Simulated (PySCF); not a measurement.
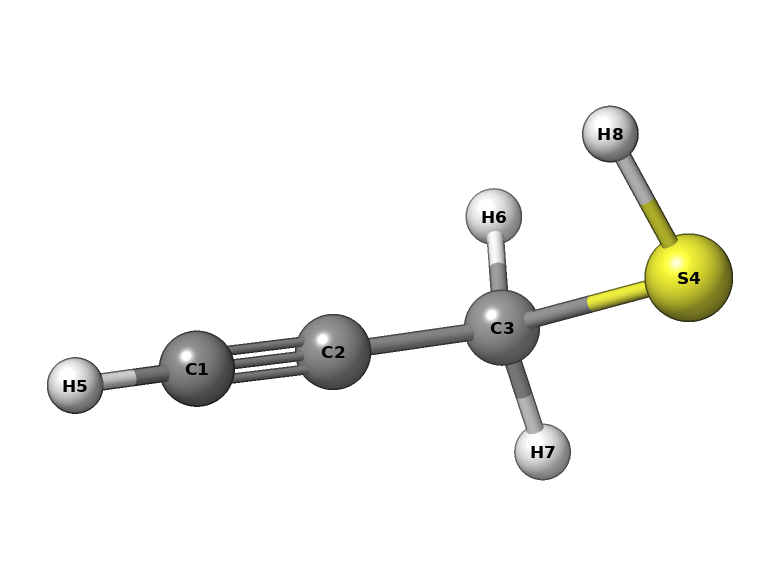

Computed geometry: GFN2-xTB optimisation. No frequency run is at hand to confirm it as a minimum. Method: delta-SCF UKS SCAN, pcX-2 on the ionised atom, pcseg-1 elsewhere, spin-free X2C (PySCF 2.14.0).

Give the core-electron binding energies (to vacuum; p and d levels without spin–orbit splitting) of C1 1s, C2 1s, C3 1s, S4 1s, S4 2p.

```csv
atom,level,binding energy (eV)
C1,1s,290.4
C2,1s,290.9
C3,1s,292.4
S4,1s,2477.4
S4,2p,170.1
```
